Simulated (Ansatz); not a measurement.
The starting structures come from a database of crystals and need not be the phases stable at ambient conditions.

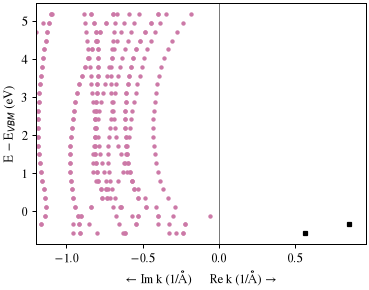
Figure. Complex bands at the centre of the two-dimensional zone; PBEsol (Ansatz, a program for electronic structure)

The gap is the functional's own, uncorrected, and κ follows it; spin-orbit coupling is left out. Mid-gap values are interpolated between the computed energies.

Problem. This is YOF (R-3m, not sure to be the ambient phase, 6 atoms a cell, 13.1 Å³ an atom, -2 GPa at this level) along the normal of (101). Read off the slowest decay at the centre of the two-dimensional zone at 2.42 eV, the computed energy nearest the middle of the gap.

Solution. κ ≈ 0.43 1/Å, a decay length 1/(2κ) of the density of 1.2 Å.
